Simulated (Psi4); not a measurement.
**BCl2 (SMILES Cl[B]Cl): UCAM-B3LYP/def2-TZVP**

Aim: the vertical ionisation energy of BCl2 at UCAM-B3LYP/def2-TZVP, from 2 runs. 

Program for the calculation: Psi4 1.11.

2 further runs of the same task are left out: 2 set aside as unsound or not needed.

## 1. The molecule

BCl2: 3 atoms, total charge 0, spin state doublet. As SMILES, `Cl[B]Cl`. The coordinates come from a PBE0-D4/def2-TZVP relaxation.

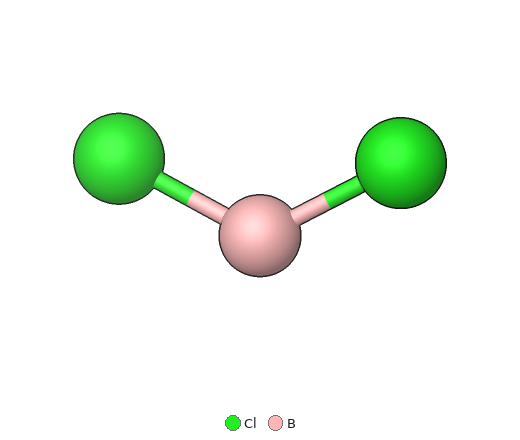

The structure, seen from a chosen angle (chlorine green, boron pink).

## 2. Energy and forces at UCAM-B3LYP/def2-TZVP

Input file input.in:

```
memory 1600 MB

molecule geom {
  0 2
  Cl     0.371500    -1.525600     0.030000
  B     -0.463900    -0.050300    -0.256900
  Cl     0.081500     1.511100     0.213700
  units angstrom
  symmetry c1
}

set globals {
  basis def2-TZVP
  reference uks
  puream true
  e_convergence 1e-09
  d_convergence 1e-08
  scf_type pk
  dft_radial_points 99
  dft_spherical_points 590
  maxiter 100
}

result, w = gradient('cam-b3lyp', return_wfn=True)
```

Run with:

```sh
$ psi4 -n 1 input.in input.out
```

input.out:

```text
[...]
  Running in c1 symmetry.
[...]
  Nuclear repulsion =  102.359078461763858
[...]
  Multiplicity = 2
[...]
  Nalpha       = 20
  Nbeta        = 19
[...]
    Number of basis functions: 105
[...]
   @UKS iter   1:  -945.26351125903454   -1.89701e-01   3.39116e-03 ADIIS/DIIS
[...]
   @UKS iter  11:  -945.29504355933068   -3.72893e-11   6.97413e-09 DIIS
[...]
   @S^2 Observed:                7.526807589E-01
[...]
    Orbital Energies [Eh]
    ---------------------
    Alpha Occupied:
       1A   -101.623209     2A   -101.623201     3A     -9.558022
       4A     -9.558014     5A     -7.318307     6A     -7.318298
       7A     -7.313654     8A     -7.313646     9A     -7.312453
      10A     -7.312443    11A     -6.942665    12A     -0.969500
      13A     -0.936833    14A     -0.594191    15A     -0.517108
      16A     -0.471825    17A     -0.463957    18A     -0.414815
      19A     -0.406684    20A     -0.283976
    Alpha Virtual:
      21A     -0.025777    22A      0.089793    23A      0.113326
      24A      0.122840    25A      0.155453    26A      0.155560
[...]
  @UKS Final Energy:  -945.29504355933068
   => Energetics <=
    Nuclear Repulsion Energy =            102.3590784617638576
    One-Electron Energy =               -1507.1928482821049329
    Two-Electron Energy =                 505.7798120034449880
    DFT Exchange-Correlation Energy =     -46.2410857424345565
    Empirical Dispersion Energy =           0.0000000000000000
    VV10 Nonlocal Energy =                  0.0000000000000000
    Total Energy =                       -945.2950435593306793
[...]
 Multipole Moments:
 ------------------------------------------------------------------------------------
     Multipole            Electronic (a.u.)      Nuclear  (a.u.)        Total (a.u.)
 ------------------------------------------------------------------------------------
 L = 1.  Multiply by 2.5417464519 to convert [e a0] to [Debye]
 Dipole X            :         -0.3444291            0.4527417            0.1083126
 Dipole Y            :         -0.0190331            0.0248715            0.0058384
 Dipole Z            :         -0.0000000           -0.0000000           -0.0000000
 Magnitude           :                                                    0.1084698
[...]
  -Total Gradient:
     Atom            X                  Y                   Z
    ------   -----------------  -----------------  -----------------
       1        0.000293586462     0.000199705258    -0.000000000000
       2       -0.000621680678    -0.000053232577    -0.000000000000
       3        0.000322457341    -0.000146783668    -0.000000000000
[...]
```

Wall time 42 s (1 thread of Intel Xeon Platinum 8259CL at 2.50GHz (Skylake/Cascade Lake), shared host); peak memory 0.77 GiB.

## 3. The singlet cation, same level

Input file bcl2.py:

```python
import psi4

psi4.set_memory(1600000000)
psi4.set_num_threads(1)
psi4.core.set_output_file('run.log', False)

m = psi4.geometry("""
1 1
Cl     0.371500    -1.525600     0.030000
B     -0.463900    -0.050300    -0.256900
Cl     0.081500     1.511100     0.213700
symmetry c1
no_reorient
no_com
""")

psi4.set_options(dict(puream=True, e_convergence=1e-09, d_convergence=1e-08, scf_type='pk', dft_radial_points=99, dft_spherical_points=590))

e_tot, wfn = psi4.gradient("cam-b3lyp/def2-TZVP", return_wfn=True)
psi4.oeprop(wfn, "WIBERG_LOWDIN_INDICES", "LOWDIN_CHARGES", "MULLIKEN_CHARGES", title="CAM-B3LYP")
print('gradient / Eh bohr^-1')
print(e_tot.np.round(6))
print(f'energy = {wfn.energy():.10f} Eh')
```

Run with:

```sh
$ python bcl2.py
```

run.log, shortened:

```text
[...]
  Running in c1 symmetry.
[...]
  Nuclear repulsion =  102.359078461763886
[...]
  Multiplicity = 1
[...]
  Nalpha       = 19
  Nbeta        = 19
[...]
    Number of basis functions: 105
[...]
   @RKS iter   1:  -944.93172144061236    1.42089e-01   3.24890e-03 ADIIS/DIIS
[...]
   @RKS iter  11:  -944.96762093693349   -9.77707e-12   5.87164e-09 DIIS
[...]
  @RKS Final Energy:  -944.96762093693349
   => Energetics <=
    Nuclear Repulsion Energy =            102.3590784617638860
    One-Electron Energy =               -1496.7846895213833704
    Two-Electron Energy =                 495.4759367293478931
    DFT Exchange-Correlation Energy =     -46.0179466066618943
    Empirical Dispersion Energy =           0.0000000000000000
    VV10 Nonlocal Energy =                  0.0000000000000000
    Total Energy =                       -944.9676209369334856
[...]
 Multipole Moments:
 ------------------------------------------------------------------------------------
     Multipole            Electronic (a.u.)      Nuclear  (a.u.)        Total (a.u.)
 ------------------------------------------------------------------------------------
 L = 1.  Multiply by 2.5417464519 to convert [e a0] to [Debye]
 Dipole X            :        -10.5201604           10.1695611           -0.3505992
 Dipole Y            :          0.8787448           -0.9410836           -0.0623389
 Dipole Z            :         -5.5984881            5.4015932           -0.1968949
 Magnitude           :                                                    0.4069073
[...]
  -Total Gradient:
     Atom            X                  Y                   Z
    ------   -----------------  -----------------  -----------------
       1        0.046575376424    -0.028313975576     0.022047869367
       2       -0.087234284173    -0.005454059334    -0.047857926584
       3        0.040653288711     0.033767683157     0.025806974486
[...]
  Mulliken Charges: (a.u.)
   Center  Symbol    Alpha    Beta     Spin     Total
       1    CL     8.36106  8.36106  0.00000  0.27788
       2     B     2.27786  2.27786  0.00000  0.44429
       3    CL     8.36108  8.36108  0.00000  0.27784
   Total alpha = 19.00000, Total beta = 19.00000, Total charge =  1.00000
  Lowdin Charges: (a.u.)
   Center  Symbol    Alpha    Beta     Spin     Total
[...]
```

Standard output:

```text
gradient / Eh bohr^-1
[[ 0.046575 -0.028314  0.022048]
 [-0.087234 -0.005454 -0.047858]
 [ 0.040653  0.033768  0.025807]]
energy = -944.9676209369 Eh
```

Wall time 32 s (1 thread of Intel Xeon Platinum 8259CL at 2.50GHz (Skylake/Cascade Lake), shared host); peak memory 0.76 GiB.

## 4. Outcome

Level: UCAM-B3LYP/def2-TZVP.

| quantity | value |
| --- | --- |
| doublet BCl2: total energy | -945.29504 Eh |
| doublet BCl2: dipole moment | 0.28 D |
| doublet BCl2: HOMO energy (highest over α and β) | -7.73 eV |
| doublet BCl2: LUMO energy (lowest over α and β) | -1.18 eV |
| doublet BCl2: ⟨S²⟩ | 0.753 |
| doublet BCl2: largest force on an atom | 0.032 eV/Å |
| singlet cation: total energy | -944.96762 Eh |
| singlet cation: HOMO energy | -17.61 eV |
| singlet cation: LUMO energy | -9.90 eV |
| singlet cation: HOMO–LUMO gap | 7.70 eV |
| singlet cation: largest force on an atom | 5.124 eV/Å |
| vertical ionisation energy (to the singlet cation) | 8.910 eV |

Removing an electron at fixed nuclei costs 8.91 eV (205 kcal/mol). Only the singlet of the ionised species was computed; a triplet could lie lower. Mulliken charges (singlet cation) run from +0.28 on Cl3 to +0.44 on B2; they depend strongly on the basis.
